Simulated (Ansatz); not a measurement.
## Phonon calculation of C3H5IOSi

- system: C3H5IOSi, SMILES C#COC([SiH3])I
- method: RKS B3LYP/def2-SVP (Ansatz 0.2.0)

It belongs to a series of runs on one base structure; here: vibrations at the highest image of the band. Figures and captions count atoms from 1; the log counts them from 0 in places.

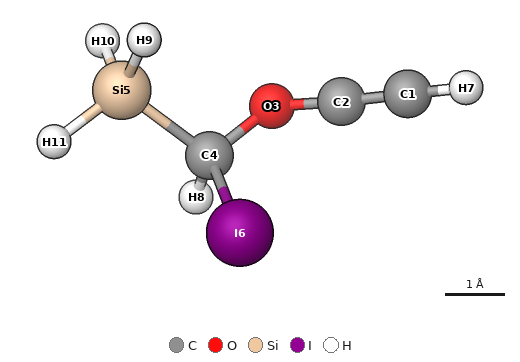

*The structure (ball-and-stick view, seen at an oblique angle; atoms are numbered from 1 in the order of the input).*

Bond lengths as drawn: C–C 1.21 Å, C–H 1.07 to 1.10 Å, C–I 2.20 Å, C–O 1.30 to 1.44 Å, C–Si 1.92 Å and H–Si 1.49 Å.

Input file
```yaml
crystal:
  periodic: [false, false, false]
  atoms:
    - { symbol: C, position_ang: [2.082446, -1.315901, 1.750954] }
    - { symbol: C, position_ang: [1.519618, -0.859968, 0.780282] }
    - { symbol: O, position_ang: [1.00171, -0.341883, -0.288703] }
    - { symbol: C, position_ang: [-0.394857, -0.378678, -0.635326] }
    - { symbol: Si, position_ang: [-1.026939, 1.424751, -0.803814] }
    - { symbol: I, position_ang: [-1.684329, -1.51287, 0.736643] }
    - { symbol: H, position_ang: [2.563373, -1.723759, 2.617655] }
    - { symbol: H, position_ang: [-0.469489, -0.946347, -1.573669] }
    - { symbol: H, position_ang: [-0.966654, 2.076844, 0.529799] }
    - { symbol: H, position_ang: [-0.139009, 2.132217, -1.769512] }
    - { symbol: H, position_ang: [-2.420269, 1.388695, -1.323807] }
basis:
  gaussian: { orbitals: def2-SVP }
hamiltonian:
  xc: b3lyp
phonons: {}
```

Launch command:
```bash
ansatz run input.yaml --threads 2 --pin off --max-ram 3072MiB --backend cpu --events-out ev --progress --plain --runs-dir out
```

What the program printed
```
Engine: ansatz 0.2.0, x86_64-unknown-linux-gnu
Functional definition: B3LYP
  parameter a0 = 0.2
  parameter ax = 0.72
  parameter ac = 0.81
  exchange = (1 - a0 - ax)*slater_x + ax*b88_x + a0*exact_x
  correlation = (1 - ac)*vwn_rpa_c + ac*lyp_c
1461 factors; integrals over basis functions are off by at most 3.1e-4 eV
mean field evaluation 1: about -21206.0998 eV, gradient 4.5e1 eV
mean field evaluation 2: about -21203.5917 eV, gradient 5.2e1 eV
mean field evaluation 4: about -21211.1708 eV, gradient 4.8e0 eV
mean field evaluation 8: about -21211.2625 eV, gradient 5.5e-1 eV
mean field evaluation 16: about -21211.2633 eV, gradient 2.3e-5 eV
mean field -21211.26327717 eV, -779.4995479252 hartree, gradient 2.3e-5 eV, S^2 0.000000; 0 other end points of the search recorded, 0 dependent functions left out
the calculation of the forces begins
reference -21211.26355877 eV, -779.4995582738 hartree; 35, 35 occupied and 90, 90 virtual orbitals, 1461 factors
these checks for a lower state are left out or cut short: stability, starts, cluster_reference, orbital_swaps, neighbouring_geometries, increment
1461 factors; integrals over basis functions are off by at most 3.1e-4 eV
mean field -21211.26315727 eV, -779.4995435193 hartree, gradient 2.4e-6 eV, S^2 0.000000; 0 other end points of the search recorded, 0 dependent functions left out
[... from here on the field's lines of each further geometry are left out, up to the last ...]
the calculation of the forces begins
reference -21211.26354744 eV, -779.4995578577 hartree; 35, 35 occupied and 90, 90 virtual orbitals, 1461 factors
these checks for a lower state are left out or cut short: stability, starts, cluster_reference, orbital_swaps, neighbouring_geometries, increment
1461 factors; integrals over basis functions are off by at most 3.1e-4 eV
mean field -21211.26326377 eV, -779.4995474328 hartree, gradient 6.3e-6 eV, S^2 0.000000; 0 other end points of the search recorded, 0 dependent functions left out
the calculation of the forces begins
reference -21211.26354536 eV, -779.4995577811 hartree; 35, 35 occupied and 90, 90 virtual orbitals, 1461 factors
WARN: phonons: modes at or below zero, which the zero-point energy, F, S and C_V leave out: 1, the lowest at -100.68 cm⁻¹. A minimum has none, and a first-order saddle one
Total energy: -21211.26355877 eV, -779.4995582738 hartree
Atom 0 at     2.082446    -1.315901     1.750954 Å, force    -0.004677     0.009247    -0.002867 eV/Å
Atom 1 at     1.519618    -0.859968     0.780282 Å, force    -0.008563    -0.011713     0.008864 eV/Å
Atom 2 at     1.001710    -0.341883    -0.288703 Å, force     0.001288    -0.001285    -0.008240 eV/Å
Atom 3 at    -0.394857    -0.378678    -0.635326 Å, force     0.010975     0.012252     0.006371 eV/Å
Atom 4 at    -1.026939     1.424751    -0.803814 Å, force    -0.000242    -0.005114    -0.001789 eV/Å
Atom 5 at    -1.684329    -1.512870     0.736643 Å, force    -0.000628    -0.002225    -0.002029 eV/Å
Atom 6 at     2.563373    -1.723759     2.617655 Å, force     0.005617    -0.000557    -0.001605 eV/Å
Atom 7 at    -0.469489    -0.946347    -1.573669 Å, force    -0.003437    -0.002808     0.000736 eV/Å
Atom 8 at    -0.966654     2.076844     0.529799 Å, force    -0.000813    -0.000665     0.000303 eV/Å
Atom 9 at    -0.139009     2.132217    -1.769512 Å, force     0.000666     0.002038    -0.000154 eV/Å
Atom 10 at    -2.420269     1.388695    -1.323807 Å, force    -0.000185     0.000830     0.000409 eV/Å
Dipole moment:    -0.194071     0.090084    -0.164004 e Å
Vibrations: -100.68 111.47 138.53 169.54 226.19 270.80 425.26 439.51 528.68 572.59 630.33 694.39 697.84 764.38 847.30 917.53 942.78 951.56 1067.90 1185.47 1315.85 2234.13 2250.30 2264.49 2271.16 3109.17 3486.62 cm⁻¹, zero-point energy 1.767629 eV
```

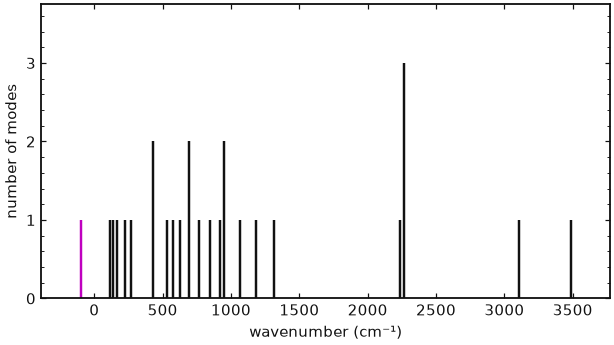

*Harmonic vibrational wavenumbers from the force constants; neighbouring modes closer than 16 cm⁻¹ are counted in one stick, and imaginary ones are drawn at negative wavenumbers.*

27 modes from 101i to 3487 cm⁻¹, 1 imaginary beyond 8i (101i cm⁻¹): a first-order saddle point, if the geometry is stationary.

Summary

```tsv
quantity	value
outcome	converged
total energy	−21211.2636 eV
mean-field energy	−21211.2636 eV
largest force (length of the vector)	0.018 eV/Å
hardware	2 threads of Intel Xeon @ 2.90GHz (Ice Lake), 16 GiB of memory available, shared host
wall time	3.4 min (CPU time 6.5 min)
peak memory	0.36 GiB
```
